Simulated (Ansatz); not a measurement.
**Two runs on B3P2**

System: B3P2, multiplicity 4.
Method of the first run: UKS PBE-D4/def2-SVP (Ansatz 0.2.0).

The geometry: PBE-D4/def2-SVP start. Text and figures count atoms from 1; the logs count them from 0 in places.

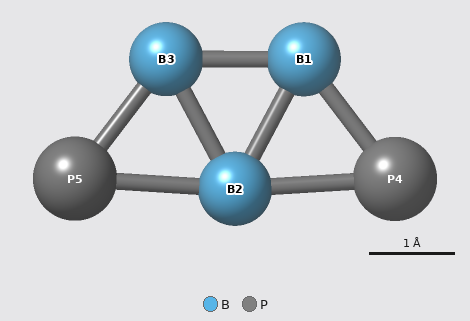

Fig. 1: The starting structure (ball-and-stick view, seen on its broad side; atoms are numbered from 1 in the order of the input).

Input file, the first run:
```yaml
crystal:
  periodic: [false, false, false]
  atoms:
    - {symbol: B, position_ang: [0.667339, 0.989388, -0.013893]}
    - {symbol: B, position_ang: [0.102308, -0.651825, -0.028351]}
    - {symbol: B, position_ang: [-0.937681, 0.733023, 0.088719]}
    - {symbol: P, position_ang: [1.949370, -0.237348, -0.142390]}
    - {symbol: P, position_ang: [-1.781337, -0.833237, 0.095915]}
basis:
  gaussian: {orbitals: def2-SVP}
magnetization: {spin_polarized: true, initial_magnetization: 3}
hamiltonian: {xc: pbe, dispersion: d4}
scf: {lower_state_search: "off"}
output: {orbitals: {seedname: orbitals}}
relax: {f_tol: 0.02, max_steps: 100}
```

Launched with:
```bash
ansatz run in.yaml --threads 4 --pin off --events-out ev --progress --plain --max-ram 4787MiB
```

Hardware: 4 threads of Arm Neoverse V1, 23 GiB of memory available, shared host.

Output, shortened to warnings, some set-up lines, iterations and results (the first run):
```
[...]
mean field evaluation 1: about -20571.6013 eV, gradient 4.0e1 eV
mean field evaluation 2: about -20506.1547 eV, gradient 9.5e1 eV
mean field evaluation 4: about -20579.0953 eV, gradient 2.3e1 eV
mean field evaluation 8: about -20582.7963 eV, gradient 1.4e-1 eV
mean field evaluation 16: about -20582.7719 eV, gradient 5.2e-4 eV
[... 11 lines ...]
relax step  10: F+E_penalty+E_count = -20583.27727112 eV  Δ(F+E_penalty+E_count) = -1.023e-4 eV  max|allowed force component| = 2.053e-2 eV/Å  Δτ_max = 0.0196 Å  (21 SCF …
relax step  11: F+E_penalty+E_count = -20583.27718127 eV  Δ(F+E_penalty+E_count) = +8.985e-5 eV  max|allowed force component| = 1.986e-2 eV/Å  Δτ_max = 0.0333 Å  (21 SCF …
mean field evaluation 96: about -20583.0826 eV, gradient 1.6e-6 eV
relax step  12: F+E_penalty+E_count = -20583.27725869 eV  Δ(F+E_penalty+E_count) = +1.244e-5 eV  max|allowed force component| = 3.265e-2 eV/Å  Δτ_max = 0.0118 Å  (22 SCF …
relax step  13: F+E_penalty+E_count = -20583.27732814 eV  Δ(F+E_penalty+E_count) = -5.702e-5 eV  max|allowed force component| = 8.011e-3 eV/Å  Δτ_max = 0.0058 Å  (22 SCF …
Total energy: -20583.27735612 eV, -756.4214909910 hartree
Atom 0 at     0.617925     1.048302    -0.062745 Å, force     0.007385     0.003254    -0.002288 eV/Å
Atom 1 at     0.100078    -0.637643    -0.027699 Å, force     0.000412    -0.002474    -0.000114 eV/Å
Atom 2 at    -0.907998     0.799869     0.143036 Å, force    -0.008011     0.000598     0.002456 eV/Å
Atom 3 at     1.936245    -0.312148    -0.121296 Å, force     0.003173    -0.000240     0.000367 eV/Å
Atom 4 at    -1.746251    -0.898378     0.068705 Å, force    -0.002959    -0.001136    -0.000421 eV/Å
Dipole moment:     0.006441    -0.041034    -0.001783 e Å
Checks for a lower state left out: stability, starts, cluster_reference, orbital_swaps, neighbouring_geometries, increment
```

For the second run the input was changed thus:
```diff
-magnetization: {spin_polarized: true, initial_magnetization: 3}
+total_charge: 1
```

What does this change do to the results?

The two differ by one electron: with each relaxed, removing it changes the energy by 7.08 eV. The HOMO goes from −4.29 to −11.85 eV. The LUMO goes from −5.25 to −11.27 eV. On the same kind of shared host the second run took about 0.53 times as long.

Output, shortened to warnings, some set-up lines, iterations and results (the second run):
```
[...]
mean field evaluation 1: about -20560.3314 eV, gradient 6.4e1 eV
mean field evaluation 2: about -20488.1149 eV, gradient 1.5e2 eV
mean field evaluation 4: about -20571.5653 eV, gradient 3.4e1 eV
mean field evaluation 8: about -20575.6899 eV, gradient 5.5e0 eV
mean field evaluation 16: about -20575.7873 eV, gradient 2.6e-1 eV
[... 6 lines ...]
relax step   6: F+E_penalty+E_count = -20576.19758829 eV  Δ(F+E_penalty+E_count) = -7.407e-3 eV  max|allowed force component| = 1.146e-1 eV/Å  Δτ_max = 0.0163 Å  (22 SCF …
mean field evaluation 64: about -20576.0380 eV, gradient 4.5e-2 eV
relax step   7: F+E_penalty+E_count = -20576.18895788 eV  Δ(F+E_penalty+E_count) = +8.630e-3 eV  max|allowed force component| = 1.651e-1 eV/Å  Δτ_max = 0.0445 Å  (21 SCF …
relax step   8: F+E_penalty+E_count = -20576.19846864 eV  Δ(F+E_penalty+E_count) = -8.804e-4 eV  max|allowed force component| = 3.301e-2 eV/Å  Δτ_max = 0.0070 Å  (23 SCF …
relax step   9: F+E_penalty+E_count = -20576.19851379 eV  Δ(F+E_penalty+E_count) = -4.515e-5 eV  max|allowed force component| = 5.521e-3 eV/Å  Δτ_max = 0.0015 Å  (16 SCF …
Total energy: -20576.19854410 eV, -756.1613494474 hartree
Atom 0 at     0.613473     1.009626    -0.234885 Å, force     0.005521    -0.003888    -0.000447 eV/Å
Atom 1 at     0.112783    -0.719264    -0.031584 Å, force     0.002776    -0.001457     0.000549 eV/Å
Atom 2 at    -0.889425     0.749722     0.311294 Å, force    -0.004091    -0.001359     0.001070 eV/Å
Atom 3 at     1.907270    -0.232899    -0.035874 Å, force    -0.002941     0.004177    -0.000937 eV/Å
Atom 4 at    -1.744103    -0.807183    -0.008950 Å, force    -0.001266     0.002528    -0.000235 eV/Å
Dipole moment:    -0.023396     0.149636     0.006484 e Å
Checks for a lower state left out: stability, starts, cluster_reference, orbital_swaps, neighbouring_geometries, increment
```

The two runs side by side:

| quantity | the first run | the second run |
| --- | --- | --- |
| outcome | converged | converged |
| total energy (hartree) | −756.421491 | −756.161349 |
| HOMO (eV) | −4.29 | −11.85 |
| LUMO (eV) | −5.25 | −11.27 |
| dipole moment (D) | 0.20 | – |
| ⟨S²⟩ | 3.771 | – |
| largest force (eV/Å) | 0.008 | 0.007 |
| basis functions | 78 | 78 |
| wall time (shared host) | 8.5 s | 4.5 s |
